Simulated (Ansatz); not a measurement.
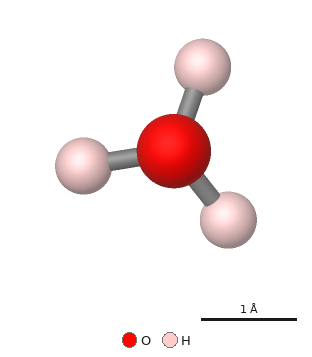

The starting point is H3O (charge +1). Style: ball-and-stick. Shown face on.

Level of theory: Ansatz 0.2.0, RKS wB97M-V/def2-TZVPP. 

Now this is done to it. All atoms are moved at random (σ = 0.09 Å) from the PBE0-D4/def2-TZVP minimum.

Question: What is the effect?

Answer: The energy rises by 2.661 eV. The largest forces, 27 eV/Å, act on O and H. The forces point partly back along the displacements (cosine −0.63). At other levels of theory the same distortion costs 2.743 eV (RKS PBE-D4/def2-TZVPP), 2.658 eV (RKS r2SCAN-D4/def2-TZVPP), 2.663 eV (RKS PBE0-D4/def2-TZVPP), 2.674 eV (RHF-CCSD(T), frozen core/def2-TZVPP). Some distances before and after: H–O 0.978 → 0.745 to 1.079 Å. Bond angles that change, for instance: H–O–H 113.1° → 125.4°, H–O–H 113.1° → 121.6°.

The changed structure in the same view:

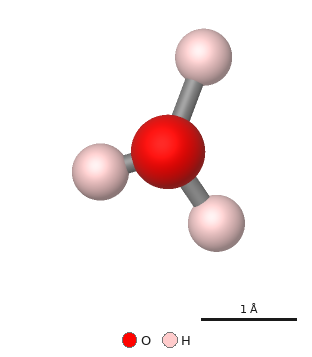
